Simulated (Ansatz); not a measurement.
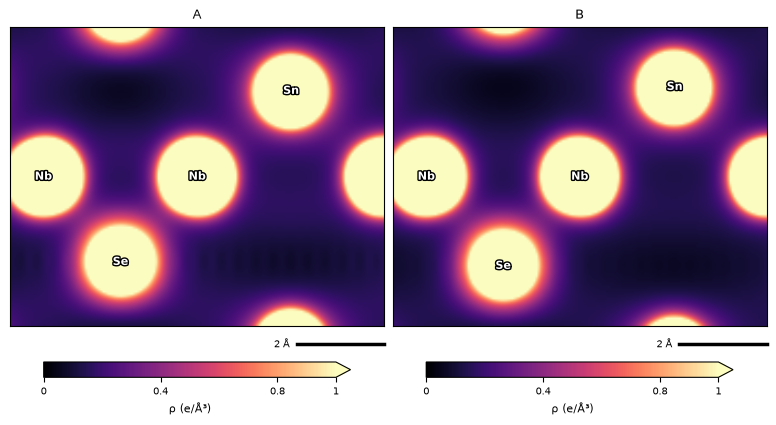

Nb2SnSe. The valence electron density of two cells that differ in size and shape, on the (110) plane of each (indices in the axes of the calculation cell), at one length scale and on one colour scale; one has 19.3 and the other 21.2 Å³ an atom.

Method: DFT PBE, scalar-relativistic, plane waves, PAW in Ansatz 0.2.0.

The density is the valence pseudo-density of a PAW calculation; it isn't the true density close to the nuclei.

The larger cell:

```
CELL_PARAMETERS angstrom
3.53651 0.00000 0.00000
-1.76826 3.06271 0.00000
0.00000 0.00000 7.83748
ATOMIC_POSITIONS crystal
Nb 0.33333 0.66667 0.72333
Nb 0.33333 0.66667 0.27667
Sn 0.66667 0.33333 0.00000
Se 0.00000 0.00000 0.50000
```

The smaller cell: a = 3.380 Å, b = 3.380 Å, c = 7.798 Å, α = 90.00°, β = 90.00°, γ = 120.00°.

### Which panel shows the smaller cell, and what does the compression change?

Panel A is the smaller cell, by 9 % in volume. From the larger cell to the smaller, Nb–Sn goes from 2.98 to 2.90 Å, and the density at its midpoint from 0.25 to 0.28 e/Å³; Nb–Se goes from 2.69 to 2.62 Å, and the density at its midpoint from 0.36 to 0.4 e/Å³; the pressure goes from −10 to 0.0 GPa.
